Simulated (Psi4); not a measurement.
**DSD-PBEP86/6-31G(d) (density fitting for correlation, spherical functions) run of SF6 (sulfur hexafluoride)**

What is the vertical ionisation energy of SF6 (sulfur hexafluoride) at DSD-PBEP86/6-31G* (density fitting for correlation, spherical functions)? 

The calculation is run with Psi4 1.11.

## 1. The molecule

The species is SF6 (7 atoms), meant as a singlet with charge 0. As SMILES, `FS(F)(F)(F)(F)F`. The coordinates come from a PBE0-D4/def2-TZVP relaxation.

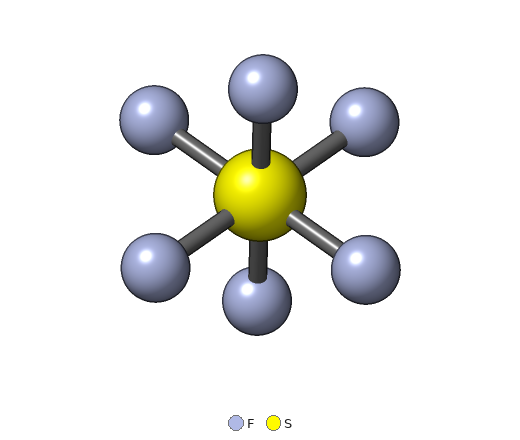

Viewed from a chosen angle; fluorine light blue, sulfur yellow.

## 2. The energy at DSD-PBEP86/6-31G(d) (density fitting for correlation, spherical functions)

Contents of f6s.py:

```python
import psi4

psi4.set_memory(2200000000)
psi4.set_num_threads(1)
psi4.core.set_output_file('psi4.out', False)

molecule = psi4.geometry("""
0 1
F     -0.566040    -1.308390     0.646140
S      0.000000     0.000000     0.000000
F      1.164640     0.012530     1.045590
F     -1.164600    -0.012550    -1.045640
F      0.565990     1.308430    -0.646120
F     -0.879260     0.858880     0.969040
F      0.879260    -0.858900    -0.969010
units angstrom
symmetry c1
no_reorient
no_com
""")

options = {'basis': '6-31G*', 'puream': True, 'e_convergence': 1e-09, 'd_convergence': 1e-08, 'scf_type': 'pk', 'dft_radial_points': 99, 'dft_spherical_points': 590, 'num_frozen_docc': 11}
psi4.set_options(options)

energy_value, wavefunction = psi4.energy('dsd-pbep86', return_wfn=True)
print('E =', round(energy_value, 9))
```

Started as:

```console
$ python f6s.py
```

psi4.out:

```text
[...]
  Running in c1 symmetry.
[...]
  Nuclear repulsion =  565.564093798421709
[...]
  Multiplicity = 1
[...]
  Nalpha       = 35
  Nbeta        = 35
[...]
    Number of basis functions: 102
[...]
   @RKS iter   1:  -994.92652848831449    5.49719e-01   8.00505e-03 ADIIS/DIIS
[...]
   @RKS iter   9:  -995.17898349795269   -2.16005e-12   5.14952e-09 DIIS
[...]
    Orbital Energies [Eh]
    ---------------------
    Doubly Occupied:
       1A    -91.377117     2A    -25.816856     3A    -25.816856
       4A    -25.816855     5A    -25.816841     6A    -25.816835
       7A    -25.816834     8A     -9.041512     9A     -6.822976
      10A     -6.822976    11A     -6.822976    12A     -1.696300
      13A     -1.565676    14A     -1.565675    15A     -1.565673
      16A     -1.511775    17A     -1.511774    18A     -1.006228
      19A     -0.837275    20A     -0.837275    21A     -0.837274
      22A     -0.736757    23A     -0.736756    24A     -0.736755
      25A     -0.661956    26A     -0.661955    27A     -0.636283
      28A     -0.636282    29A     -0.636282    30A     -0.628452
      31A     -0.628452    32A     -0.628451    33A     -0.590440
      34A     -0.590439    35A     -0.590439
[...]
  @RKS Final Energy:  -995.17898349795269
   => Energetics <=
    Nuclear Repulsion Energy =            565.5640937984217089
    One-Electron Energy =               -2507.9040317360936569
    Two-Electron Energy =                 972.3481228429379826
    DFT Exchange-Correlation Energy =     -25.1871684032187062
    Empirical Dispersion Energy =           0.0000000000000000
    VV10 Nonlocal Energy =                  0.0000000000000000
    Total Energy =                       -995.1789834979526859
[...]
 Multipole Moments:
 ------------------------------------------------------------------------------------
     Multipole            Electronic (a.u.)      Nuclear  (a.u.)        Total (a.u.)
 ------------------------------------------------------------------------------------
 L = 1.  Multiply by 2.5417464519 to convert [e a0] to [Debye]
 Dipole X            :          0.0001819           -0.0001701            0.0000118
 Dipole Y            :         -0.0000087            0.0000000           -0.0000087
 Dipole Z            :          0.0000007            0.0000000            0.0000007
 Magnitude           :                                                    0.0000146
[...]
```

Standard output:

```text
E = -995.800389852
```

Run time: 9.9 s. Hardware: 1 thread of AMD EPYC 9R45 (Zen 5), shared host; peak memory 0.92 GiB.

## 3. The doublet cation at the same level

Contents of job.json:

```json
{
  "schema_name": "qcschema_input",
  "schema_version": 1,
  "molecule": {
    "schema_name": "qcschema_molecule",
    "schema_version": 2,
    "symbols": ["F", "S", "F", "F", "F", "F", "F"],
    "geometry": [-1.06966058, -2.47249876, 1.22102764, 0.0, 0.0, 0.0, 2.20085063, 0.02367827, 1.97587874, -2.20077504, -0.02371606, -1.97597322, 1.06956609, 2.47257435, -1.22098984, -1.66156059, 1.62304797, 1.8312202, 1.66156059, -1.62308577, -1.83116351],
    "molecular_charge": 1,
    "molecular_multiplicity": 2,
    "fix_symmetry": "c1",
    "fix_com": true,
    "fix_orientation": true
  },
  "driver": "energy",
  "model": {
    "method": "dsd-pbep86",
    "basis": "6-31G*"
  },
  "keywords": {
    "reference": "uks",
    "puream": true,
    "e_convergence": 1e-09,
    "d_convergence": 1e-08,
    "scf_type": "pk",
    "dft_radial_points": 99,
    "dft_spherical_points": 590,
    "num_frozen_docc": 11,
    "maxiter": 100
  }
}
```

Started as:

```console
$ psi4 --qcschema job.json -n 1 --memory 2200MB
```

stdout:

```text
[...]
  Running in c1 symmetry.
[...]
  Nuclear repulsion =  565.564094729426415
[...]
  Multiplicity = 2
[...]
  Nalpha       = 35
  Nbeta        = 34
[...]
    Number of basis functions: 102
[...]
   @UKS iter   1:  -994.30750978545484    1.16874e+00   7.81494e-03 DIIS/ADIIS
[...]
   @UKS iter  46:  -994.57197673830751   -1.37561e-11   8.36444e-09 DIIS
[...]
   @S^2 Observed:                7.624156431E-01
[...]
    Orbital Energies [Eh]
    ---------------------
    Alpha Occupied:
       1A    -91.661128     2A    -26.179128     3A    -26.179108
       4A    -26.110130     5A    -26.110128     6A    -26.110106
       7A    -26.110105     8A     -9.326672     9A     -7.109233
      10A     -7.107298    11A     -7.107265    12A     -1.999462
      13A     -1.908293    14A     -1.847819    15A     -1.847655
      16A     -1.833280    17A     -1.793679    18A     -1.294900
      19A     -1.150391    20A     -1.122509    21A     -1.115659
      22A     -1.067225    23A     -1.043515    24A     -1.009188
      25A     -0.984706    26A     -0.972718    27A     -0.954907
      28A     -0.931095    29A     -0.924550    30A     -0.923540
      31A     -0.912073    32A     -0.904512    33A     -0.904025
      34A     -0.899237    35A     -0.866082
[...]
  @UKS Final Energy:  -994.57197673830751
   => Energetics <=
    Nuclear Repulsion Energy =            565.5640947294264151
    One-Electron Energy =               -2487.5387167318003776
    Two-Electron Energy =                 952.4207087695152723
    DFT Exchange-Correlation Energy =     -25.0180635054488327
    Empirical Dispersion Energy =           0.0000000000000000
    VV10 Nonlocal Energy =                  0.0000000000000000
    Total Energy =                       -994.5719767383075123
  UHF NO Occupations:
  HONO-2 :   33  A 1.9987288
  HONO-1 :   34  A 1.9966144
[...]
 Multipole Moments:
 ------------------------------------------------------------------------------------
     Multipole            Electronic (a.u.)      Nuclear  (a.u.)        Total (a.u.)
 ------------------------------------------------------------------------------------
 L = 1.  Multiply by 2.5417464519 to convert [e a0] to [Debye]
 Dipole X            :          0.0001928           -0.0001701            0.0000227
 Dipole Y            :         -0.0000749           -0.0000000           -0.0000749
 Dipole Z            :          0.0000401            0.0000001            0.0000402
 Magnitude           :                                                    0.0000880
[...]
```

The result, in JSON:

```text
{
 "driver": "energy",
 "model": {
  "method": "dsd-pbep86",
  "basis": "6-31G*"
 },
 "success": true,
 "return_result": -995.2401782633318,
 "properties": {
  "calcinfo_nbasis": 102,
  "calcinfo_nmo": 102,
  "calcinfo_nalpha": 35,
  "calcinfo_nbeta": 34,
  "calcinfo_natom": 7,
  "nuclear_repulsion_energy": 565.5640947294264,
  "return_energy": -995.2401782633318,
  "scf_one_electron_energy": -2487.5387167318004,
  "scf_two_electron_energy": 952.4207087695153,
  "scf_xc_energy": -25.018063505448833,
  "scf_dipole_moment": [2.26935300458031e-05, -7.489075290474656e-05, 4.0232268975093355e-05],
  "scf_total_energy": -994.5719767383075,
  "scf_iterations": 46
 }
}
```

Run time: 57 s. Hardware: 1 thread of AMD EPYC 9R45 (Zen 5), shared host; peak memory 0.92 GiB.

## 4. Summary of results

Level: DSD-PBEP86/6-31G* (density fitting for correlation, spherical functions), 11 core orbitals frozen.

| quantity | value |
| --- | --- |
| singlet SF6: total energy | -995.80039 Eh |
| singlet SF6: HOMO energy (SCF part's orbitals) | -16.07 eV |
| singlet SF6: LUMO energy (SCF part's orbitals) | 2.15 eV |
| singlet SF6: HOMO–LUMO gap (SCF part's orbitals) | 18.22 eV |
| doublet cation: total energy | -995.24018 Eh |
| doublet cation: HOMO energy (SCF part's orbitals) (highest over α and β) | -21.79 eV |
| doublet cation: LUMO energy (SCF part's orbitals) (lowest over α and β) | -16.92 eV |
| doublet cation: ⟨S²⟩ | 0.762 |
| vertical ionisation energy (to the doublet cation) | 15.244 eV |

The vertical ionisation energy comes to 15.24 eV (1471 kJ/mol). The negative HOMO energy of the first species, 16.07 eV, lies 0.82 eV above that difference.
